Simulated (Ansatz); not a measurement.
# Phonons of Be2Al (built on the sites of a database entry of Be2B) against volume, part 2 of 2

Aim: how the phonons of Be2Al (built on the sites of a database entry of Be2B) shift with volume, and the thermal expansion that follows.

Ansatz 0.2.0; DFT PBEsol, scalar-relativistic, plane waves, PAW.

So far, highest frequency on the path or at a solved wavevector (cm⁻¹): step 2 (response at finite wavevector) 486; step 4 (phonons at the other volume, volume ratio 0.97) 507.

The structure was built from a prototype and need not be the compound's stable phase.

**5. Relaxing at another volume, volume ratio 1.03**

The volume is scaled by 1.03 and held; symmetry leaves nothing to relax, so this is a single point. The modes can then be followed against volume.

input.yaml

```yaml
crystal:
  lattice:
    - [0.0, 2.7521546864, 2.7521546864]
    - [2.7521546864, 0.0, 2.7521546864]
    - [2.7521546864, 2.7521546864, 0.0]
  atoms:
    - { symbol: Be, position: [0.25, 0.25, 0.25] }
    - { symbol: Be, position: [0.75, 0.75, 0.75] }
    - { symbol: Al, position: [0.0, 0.0, 0.0] }
kpoints:
  mp_grid: { grid: [12, 12, 12] }
hamiltonian:
  xc: pbesol
scf:
  occupations: { method: methfessel_paxton, width: 0.15 }
output:
  forces: true
  stress: true
  eigenvalues: true
```

Started as:

```sh
ansatz run input.yaml --threads 4 --pin off --max-ram 7168MiB --backend cpu --events-out ev --progress --plain --runs-dir out
```

Numbers of over 12 decimals in the logs are rounded to 6 here.

Output:

```text
[...]
Crystal: 3 atoms, lattice volume = 41.692 Å³
Basis set: ecut = 420 eV, 869 PW (Γ), exchange–correlation on 54×54×54 points (8 copies of the dense FFT grid, shifted against one another)
Bands: 8, of which v1, the nominal top of the filled ones, is band 4 counted from 1 (3 counted from 0)
Symmetry: 48 space group operations
[...]
k-points: 72 of 1728
[...]
Internal energy: -703.443162 eV  (E = F + TS)
E sigma→0 (E₀):  -703.443211 eV
Entropy (-TS):   -0.000066 eV (-0.022 meV/atom)
Fermi energy:    4.880539 eV
[...]
--- Stress (GPa, compression-positive) ---
       -2.191810       0.000000       0.000000
        0.000000      -2.191810       0.000000
       -0.000000       0.000000      -2.191810
  P = ⅓ Tr σ = -2.1918 GPa (-21.918 kbar)
--- Band table (eV; the first three rows and the last of 72) ---
[...]
[key lines of the parts left out:]
SCF converged after 5 iterations
Free energy (F): -703.443228 eV
```

Wall time 0.63 s (4 threads of Arm Neoverse V1, shared host); peak memory 0.31 GiB; 1.8 s of CPU time.

This step gave:

```yaml
pressure: -2.192 GPa
volume_per_atom: 13.90 Å³
```

The run ends at a pressure of -2.19 GPa.

**6. Phonons at the other volume, volume ratio 1.03**

The phonons are repeated at this volume on the same k and q meshes.

input.yaml, the sections that differ from step 5:

```yaml
output:
  eigenvalues: true
phonons:
  method: dfpt
  qmesh: [4, 4, 4]
  temperatures: { t_max: 1000, t_step: 50 }
  qpath:
    path:
      - [[0.0, 0.0, 0.0], [0.5, 0.0, 0.5], [0.625, 0.25, 0.625]]
      - [[0.375, 0.375, 0.75], [0.0, 0.0, 0.0], [0.5, 0.5, 0.5], [0.5, 0.25, 0.75], [0.5, 0.0, 0.5]]
    npoints: 10
# crystal, kpoints, hamiltonian, scf: as in step 5
```

Output:

```text
[...]
Crystal: 3 atoms, lattice volume = 41.692 Å³
Basis set: ecut = 420 eV, 869 PW (Γ), exchange–correlation on 54×54×54 points (8 copies of the dense FFT grid, shifted against one another)
Bands: 8, of which v1, the nominal top of the filled ones, is band 4 counted from 1 (3 counted from 0)
Symmetry: 48 space group operations
k-points: 72 of 1728
[...]
Fermi energy:    4.880540 eV
[...]
--- Band table (eV; the first three rows and the last of 72) ---
[...]
ASR residual: 2.263e-5 → 0.000e0 eV/Å²; symmetrization residual: 3.009e-8 eV/Å²
  ASR residual per site (eV/Å²): 2.26e-5 2.26e-5 3.96e-6
  Γ frequencies (cm⁻¹): 0.00 0.00 0.00 256.58 256.58 256.58 464.65 464.65 464.65
--- Phonons (arbitrary-q DFPT): 8 irreducible q on the 4×4×4 mesh ---
[...]
interpolated dispersion: 62 rows × 9 modes
[...]
[key lines of the parts left out:]
SCF converged after 6 iterations
Free energy (F): -703.443228 eV
```

Run time: 99 s. Hardware: 4 threads; peak memory 1.5 GiB.

Numbers from this step:

```yaml
sum_rule_residual_before_enforcement: 2.26e-5 eV/Å²
lowest_frequency_on_the_path: -200.6 cm⁻¹
highest_frequency_on_the_path_or_at_a_solved_wavevector: 466.4 cm⁻¹
highest_optical_mode_at_the_zone_centre_no_lo_to_term: 464.6 cm⁻¹
lowest_optical_zone_centre_mode: 256.6 cm⁻¹
lowest_mode_on_the_q_mesh_acoustic_modes_at_gamma_apart: -200.6 cm⁻¹
```

The highest optical mode at the zone centre (no LO-TO term) is 464.6 cm⁻¹, -18.9 cm⁻¹ against the base run.

**7. Grüneisen parameters**

The Grüneisen parameter of a mode is minus the logarithmic change of its frequency with volume, −d ln ω / d ln V; weighted by heat capacity it gives the expansion.

Numbers from this step:

```yaml
bulk_modulus: 78.1 GPa
```

The phonon branches at the labelled points (cm⁻¹):

| point | branch 1 | branch 2 | branch 3 | branch 4 | branch 5 | branch 6 | branch 7 | branch 8 | branch 9 |
| --- | --- | --- | --- | --- | --- | --- | --- | --- | --- |
| Γ | 0 | 0 | 0 | 279 | 279 | 279 | 484 | 484 | 484 |
| X | -173 | -173 | 255 | 288 | 398 | 398 | 451 | 451 | 465 |
| U | -154 | -146 | 236 | 317 | 378 | 448 | 450 | 462 | 464 |
| jump to K | -154 | -146 | 236 | 317 | 378 | 448 | 450 | 462 | 464 |
| Γ | 0 | 0 | 0 | 279 | 279 | 279 | 484 | 484 | 484 |
| L | -113 | -113 | 208 | 339 | 339 | 398 | 462 | 472 | 472 |
| W | -206 | 145 | 145 | 328 | 419 | 449 | 449 | 452 | 455 |
| X | -173 | -173 | 255 | 288 | 398 | 398 | 451 | 451 | 465 |

The same for volume x 0.97:

| point | branch 1 | branch 2 | branch 3 | branch 4 | branch 5 | branch 6 | branch 7 | branch 8 | branch 9 |
| --- | --- | --- | --- | --- | --- | --- | --- | --- | --- |
| Γ | 0 | 0 | 0 | 302 | 302 | 302 | 503 | 503 | 503 |
| X | -178 | -178 | 274 | 297 | 414 | 414 | 474 | 474 | 481 |
| U | -159 | -151 | 242 | 336 | 395 | 468 | 470 | 479 | 486 |
| K | -159 | -151 | 242 | 336 | 395 | 468 | 470 | 479 | 486 |
| Γ | 0 | 0 | 0 | 302 | 302 | 302 | 503 | 503 | 503 |
| L | -116 | -116 | 211 | 358 | 358 | 414 | 482 | 493 | 493 |
| W | -212 | 147 | 147 | 347 | 435 | 470 | 470 | 472 | 475 |
| X | -178 | -178 | 274 | 297 | 414 | 414 | 474 | 474 | 481 |

The same for volume x 1.03:

| point | branch 1 | branch 2 | branch 3 | branch 4 | branch 5 | branch 6 | branch 7 | branch 8 | branch 9 |
| --- | --- | --- | --- | --- | --- | --- | --- | --- | --- |
| Γ | 0 | 0 | 0 | 257 | 257 | 257 | 465 | 465 | 465 |
| X | -169 | -169 | 236 | 279 | 382 | 382 | 430 | 430 | 449 |
| U | -149 | -140 | 231 | 299 | 362 | 426 | 433 | 442 | 445 |
| K | -149 | -140 | 231 | 299 | 362 | 426 | 433 | 442 | 445 |
| Γ | 0 | 0 | 0 | 257 | 257 | 257 | 465 | 465 | 465 |
| L | -110 | -110 | 205 | 322 | 322 | 382 | 443 | 452 | 452 |
| W | -201 | 143 | 143 | 310 | 404 | 429 | 429 | 430 | 440 |
| X | -169 | -169 | 236 | 279 | 382 | 382 | 430 | 430 | 449 |

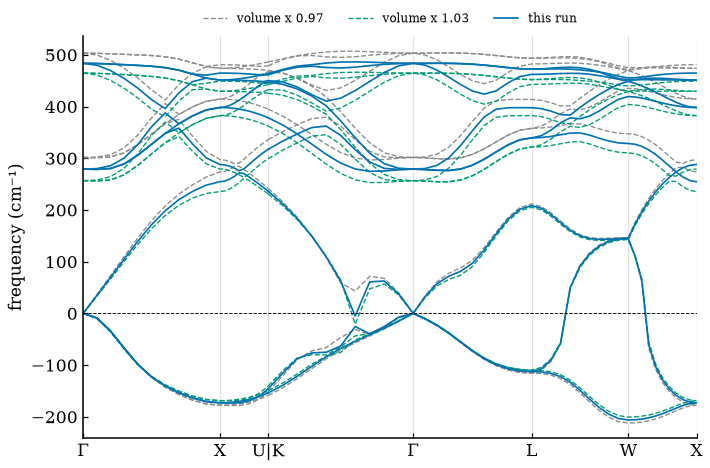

Phonon branches along the path; dashed: volume x 0.97 and volume x 1.03.

**8. What came out**

```json
{
 "bulk modulus": "78.1 GPa"
}
```

**Reading.** No expansion is given, because modes are imaginary at one volume or more. The highest optical mode at Γ goes from 503 to 465 cm⁻¹ as the cell grows, a Grüneisen parameter of 1.33. Branches are matched by rank, so values near crossings are rough. With no gap, or one that is small against the smearing, the frequencies hang on the k mesh and the smearing, most of all near Kohn anomalies. The phonon runs are without spin polarisation, although the cell has an odd electron count. A phonon run warned that its eigensolver left some bands unconverged in a pass. The starting cell was built on a prototype and not taken from a measurement, so the phase need not exist.

[Logs are printed without paths, hosts, clocks, repeated set-up lines and the standing remarks that a program may print on its own settings, such as how far it seeks lower states.]

[Hosts, paths, dates, database ids (printed as entryN), source tags and the programs' standing remarks are cut or masked in the printed files.]
